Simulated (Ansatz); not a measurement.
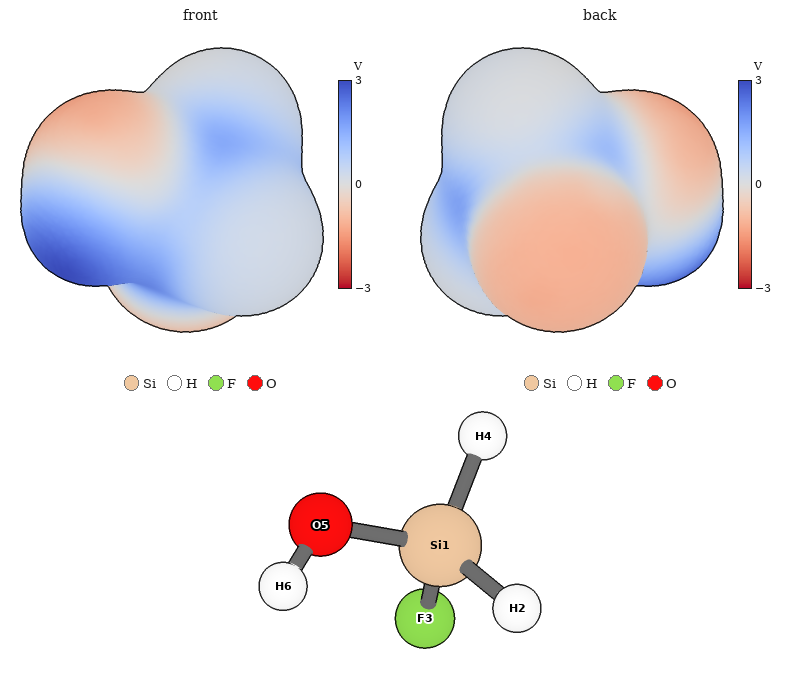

FH3OSi. The electrostatic potential painted on the density surface at 0.002 e/bohr³, seen from the front and from behind; the colour scale runs from red (negative) to blue (positive). The bare structure is drawn below in the same view.

Level of theory: Ansatz, RKS r2SCANh-D4/def2-SVP.

```xyz
6

Si    0.1162    0.0363    0.2190
H     0.1637    0.1236    1.7005
F     1.6368   -0.2555   -0.2578
H    -0.3496    1.2794   -0.4261
O    -0.8864   -1.1609   -0.2969
H    -0.7871   -2.0389    0.0808
```

Where is the surface potential most negative and most positive?

Answer. The most negative region (about −1.3 V) lies over O5, the most positive (about +2.9 V) over H6. O5 is the likeliest acceptor of a hydrogen bond.
